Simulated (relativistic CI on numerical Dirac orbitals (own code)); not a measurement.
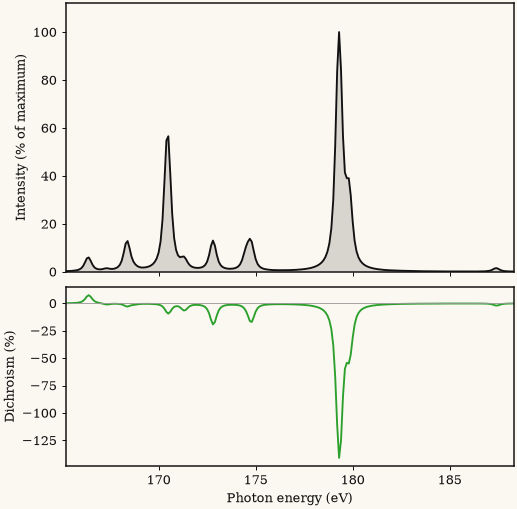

Computed core-level spectrum (absorption) of an ion of charge +3 in a field of Oh symmetry with B40 = 1,410, B60 = 630 cm⁻¹ (Wybourne parameters). Multiplet model: relativistic Dirac–Coulomb–Breit theory, one configuration a step, Slater integrals scaled by 0.8, 300 K, Voigt broadening (Lorentzian 0.3 eV, Gaussian 0.2 eV full widths), computed with a radial Dirac CI code. Dichroism is for the ground state at zero temperature, magnetised by a magnetic field of 10 T along z.

**Identify the element and the shell or line.**

N₄,₅ X-ray absorption of Er³⁺, initial configuration [Xe] 4f¹¹. The main maxima lie at 168.4 eV (13), 170.5 eV (57), 172.8 eV (13), 174.7 eV (14) and 179.3 eV (100), heights in % of the largest; the centroid is at 175.5 eV. The ground state has S = 1.48. The circular dichroism (Δm = −1 less Δm = +1) is largest at 179.3 eV, −141 % of the isotropic maximum. The magnetised ground state has ⟨Lz⟩ = −2.85 and ⟨Sz⟩ = −0.72.

Note: free-ion energies, so absolute edge positions are off by a few eV from solids; core and valence shell share one n, so the strongest features autoionise and are far broader and can lie several eV off in experiment.
